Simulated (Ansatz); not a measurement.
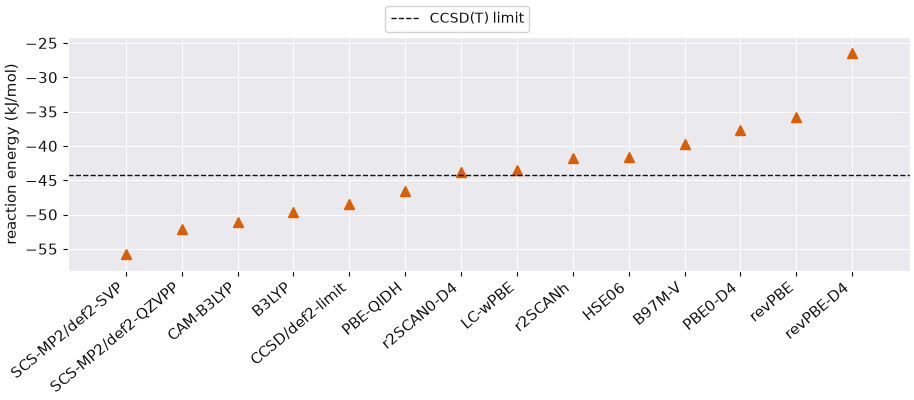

Electronic reaction energy of BSiH₄O₂F (B[Si](O)(O)F) + H₂ ([H][H]) → SiH₃O₂F (O[SiH](O)F) + BH₃ (B) (SMILES in brackets) at several levels (functionals in def2-TZVPP unless a basis is named), isolated molecules at PBE0-D4 triple-zeta geometries, minima by their frequencies, no zero-point or thermal terms, the Ansatz code. The line is frozen-core CCSD(T) at the basis limit (MP2 extrapolated from triple and quadruple zeta, plus CCSD(T) less MP2 in a smaller set). PBE-QIDH holds a correlation term that converges slowly with the basis, so part of the distance to the limit is basis error. No dispersion term is added to CAM-B3LYP, B3LYP, PBE-QIDH, LC-wPBE, r2SCANh, HSE06 and revPBE. The distance of SCS-MP2/def2-SVP and SCS-MP2/def2-QZVPP to the limit includes basis error.

What range do the values span, the line included?

From −55.8 kJ/mol (SCS-MP2/def2-SVP) to −26.5 kJ/mol (revPBE-D4).

What do zero-point energy and temperature add?

Zero-point change 11.8 kJ/mol; at 298.15 K and 1 bar the CCSD(T) limit plus thermal terms gives an enthalpy of reaction of −36.6 and a free energy of −40.5 kJ/mol (harmonic PBE0-D4 modes, ideal gas).
